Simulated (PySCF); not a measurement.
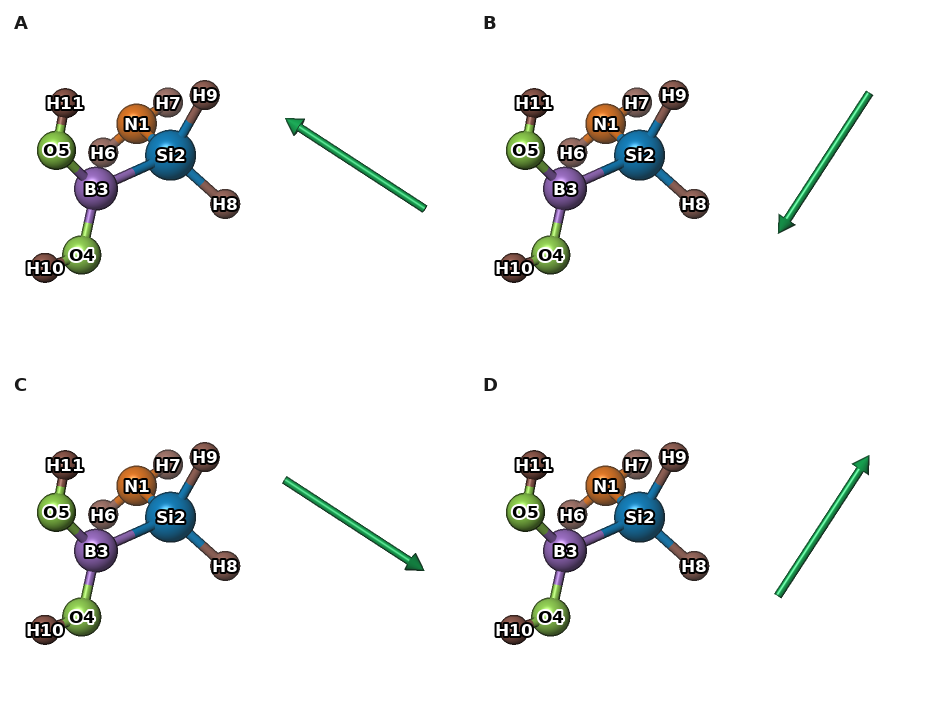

The same molecule four times, each with an arrow. The computed structure is the end point of a GFN2-xTB optimisation. No frequency run is at hand to confirm it as a minimum. Level of theory: PBE0/def2-SVPD, gas phase (PySCF 2.14.0).

Which arrow points along the dipole moment, from the negative to the positive end?

A. The dipole moment is 0.98 D; it points from the side of H8 to the side of H11 (the outermost atoms at the two ends).

The geometry is semi-empirical. Around B, Si such bond lengths and angles can be off by a tenth of an ångström or more and by several degrees, and values that hang on the shape move with them.
